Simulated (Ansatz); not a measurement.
System: Mg$_{2}$O$_{5}$.

Input file:

```
crystal:
  lattice:
    - [3.1299654963, 0.0, 0.0]
    - [-1.5649827481, 2.7106296327, 0.0]
    - [0.0, 0.0, 8.7586749799]
  atoms:
    - { symbol: Mg, position: [0.6666666667, 0.3333333333, 0.8588726754] }
    - { symbol: Mg, position: [0.3333333333, 0.6666666667, 0.1411273246] }
    - { symbol: O, position: [0.3333333333, 0.6666666667, 0.7435796959], spin: 0.14 }
    - { symbol: O, position: [0.3333333333, 0.6666666667, 0.5860871124], spin: 0.59 }
    - { symbol: O, position: [0.6666666667, 0.3333333333, 0.2564203041], spin: 0.14 }
    - { symbol: O, position: [0.6666666667, 0.3333333333, 0.4139128876], spin: 0.59 }
    - { symbol: O, position: [0.0, 0.0, 0.0] }
basis:
  ecutwfc: 420
kpoints:
  mp_grid: { grid: [12, 12, 4] }
hamiltonian:
  xc: pbe
scf:
  occupations: { method: gaussian, width: 0.1 }
output:
  forces: true
  stress: true
  eigenvalues: true
  populations: true
  write_density: true
  write_potential: true
  elf: true
  volumetric_format: npy
magnetization:
  spin_polarized: true
relax:
  adjacent_minimum: "off"
  f_tol: 0.01
  max_steps: 80
  cell: { stress_tol: 0.05 }
```

Run with:

```sh
ansatz run input.yaml --threads 1 --pin off --max-ram 2560MiB --backend cpu --events-out ev --progress --plain --runs-dir out
```

Below, planes, directions and counts refer to the conventional cell (a = 3.13 Å, b = 3.13 Å, c = 8.74 Å, α = 90.00°, β = 90.00°, γ = 120.00°).

The fields are those of the run's last geometry, not of the input's.

Space group P-3m1; a generated structure, not necessarily the stable one; the program warned that a starting moment wasn't kept; spin-polarised, but the moments vanished.

These are results of DFT PBE, scalar-relativistic, plane waves, PAW in Ansatz 0.2.0, not measurements.

Predict the valence pseudo-density and electron localisation function between the atoms.

O–O (1.38 Å): ρ at the midpoint is about 2.3 e/Å³; the ELF peaks at about 0.75 between the atoms.
Mg–O (2.07 Å): ρ at the midpoint is about 0.35 e/Å³; the ELF peaks at about 0.90 in the valence shell of O, 0.6 Å from its nucleus, and is about 0.35 at the midpoint.
Mg–O (2.19 Å): the density is about 0.28 e/Å³ at the midpoint; the ELF peaks at about 0.85 in the valence shell of O, 0.6 Å from its nucleus, and is about 0.35 at the midpoint.

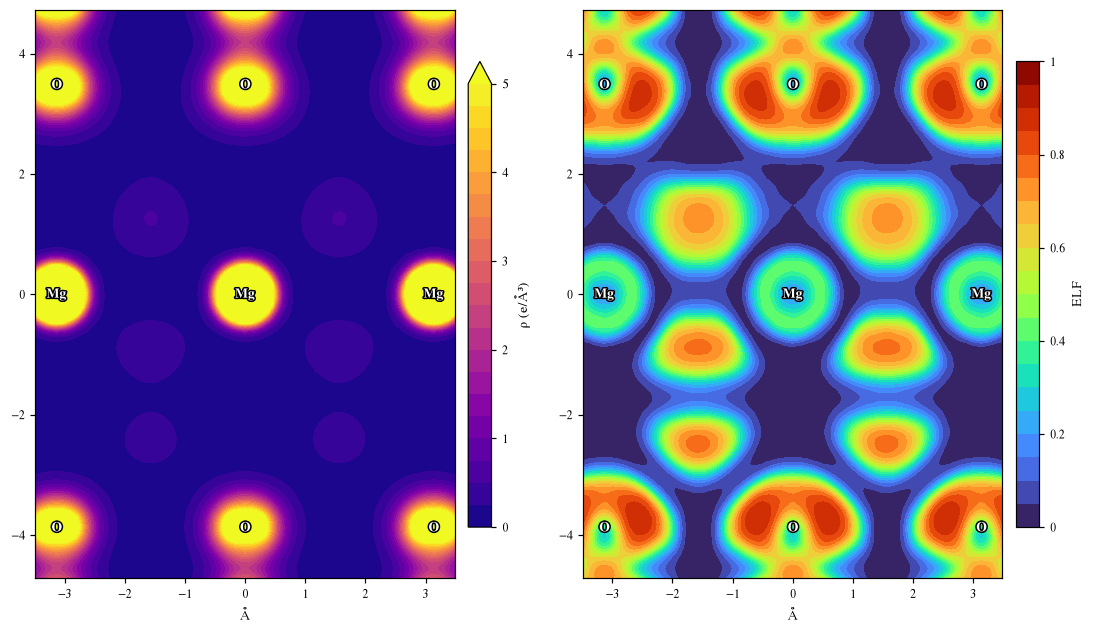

Computed valence pseudo-density and electron localisation function on the (100) plane of the conventional cell, in this order. Atoms just off the plane (Mg, 0.9 Å away and O, 0.9 Å away) can leave unmarked features too.

The density is the valence pseudo-density of a PAW calculation; it isn't the true density close to the nuclei.
